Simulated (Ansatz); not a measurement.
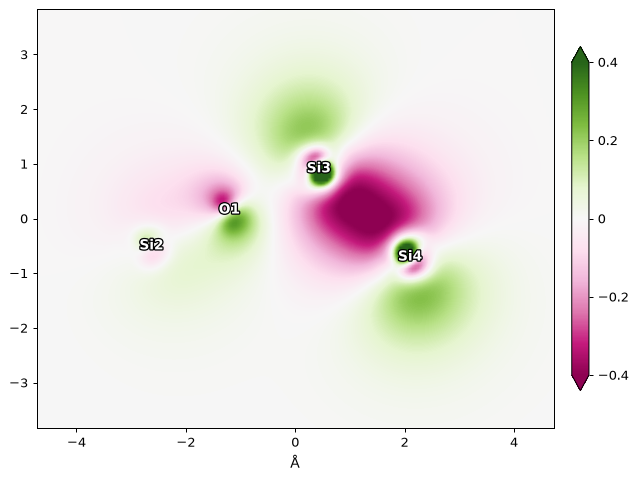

Figure 1: H4OSi3 (SMILES [Si]=[O+][SiH2][SiH2]) (charge +1, doublet). The HOMO−1 (α) on the plane of atoms O1, Si3 and Si4 (values in Å⁻³ᐟ²; the overall sign is arbitrary).

Geometry: B3LYP-D3(BJ)/def2-SVP.

The calculation used isolated molecule in a Gaussian basis; Kohn-Sham density functional theory, functional PBE0 (Ansatz 0.2.0).

Input file:

```
crystal:
  periodic: [false, false, false]
  atoms:
    - symbol: O
      position_ang: [0.480865, -0.546053, -1.858962]
    - symbol: Si
      position_ang: [-0.012263, -0.280910, -3.320697]
    - symbol: Si
      position_ang: [1.056970, -0.844583, -0.177002]
    - symbol: Si
      position_ang: [-0.241546, -2.452672, 0.877436]
    - symbol: H
      position_ang: [2.459127, -1.256458, -0.418695]
    - symbol: H
      position_ang: [0.947126, 0.509596, 0.413108]
    - symbol: H
      position_ang: [-0.115842, -3.805256, 0.273907]
    - symbol: H
      position_ang: [-1.641803, -2.017628, 1.121371]
basis:
  gaussian: {orbitals: def2-TZVPD}
total_charge: 1
magnetization: {spin_polarized: true, initial_magnetization: 1}
hamiltonian: {xc: pbe0}
output: {forces: true, orbitals: {seedname: orbitals}}
```

Launched as:

```sh
ansatz run input.yaml --threads 2 --pin off --max-ram 4350MiB --events-out events.jsonl --progress --plain --runs-dir runs
```

Describe this orbital and give its energy.

By Hirshfeld shares it lies mainly on Si4 (about 35 %), Si3 (about 35 %), H7 (about 5 %), H8 (about 5 %), H6 (about 5 %) and H5 (about 5 %). Its energy is −12.92 eV.
